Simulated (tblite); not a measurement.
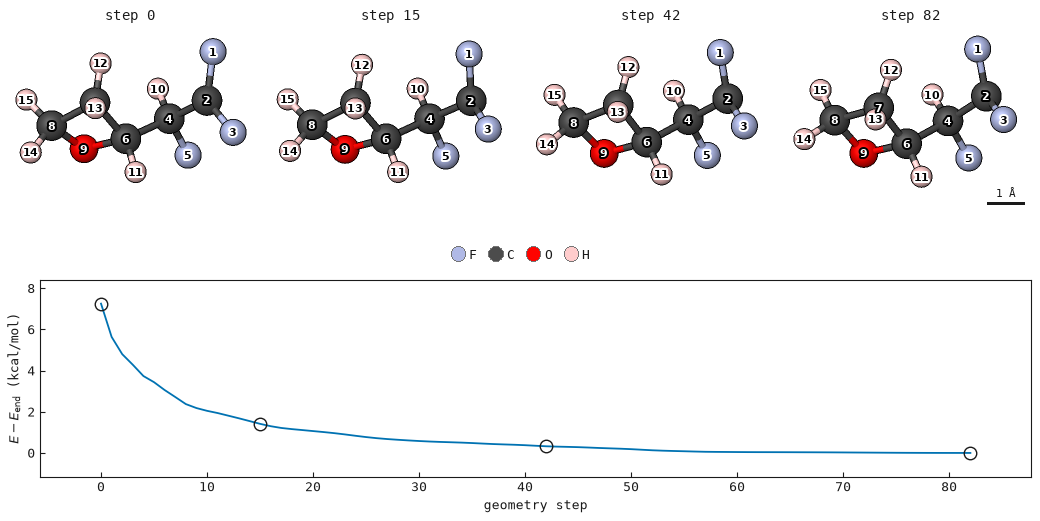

Frames of a relaxation of C5H6F3O (multiplicity 2), marked on the history of the run. The picture is a ball-and-stick view, seen from a free direction.

All numbers below come from tblite, GFN2-xTB geometry optimisation, gas phase. 

Question: Describe the path.

Answer: The energy falls by 7.25 kcal/mol in 82 geometry steps. The atom that moves furthest after the best rigid fit is H15 (0.50 Å). Largest moves by element: H 0.50 Å, F 0.46 Å, C 0.23 Å, O 0.19 Å. Near-neighbour distances that change, for instance: C6–O9 1.458 → 1.417 Å, C4–C6 1.519 → 1.555 Å, C7–H12 1.100 → 1.086 Å, C8–O9 1.444 → 1.431 Å. Among the angles between lasting bonds that change: F1–C2–F3 119.4° → 109.0°, F1–C2–C4 120.2° → 116.0°, C4–C6–H11 111.7° → 107.5°. The run took 0.39 s on 1 thread of Arm Neoverse V2, on a shared host. From step 0 to 15: C2 moves most (0.20 Å), energy −5.84 kcal/mol. From step 15 to 42: F and H atoms move most (0.25 Å), energy −1.09 kcal/mol. From step 42 to 82: H12 moves most (0.24 Å), energy −0.32 kcal/mol.
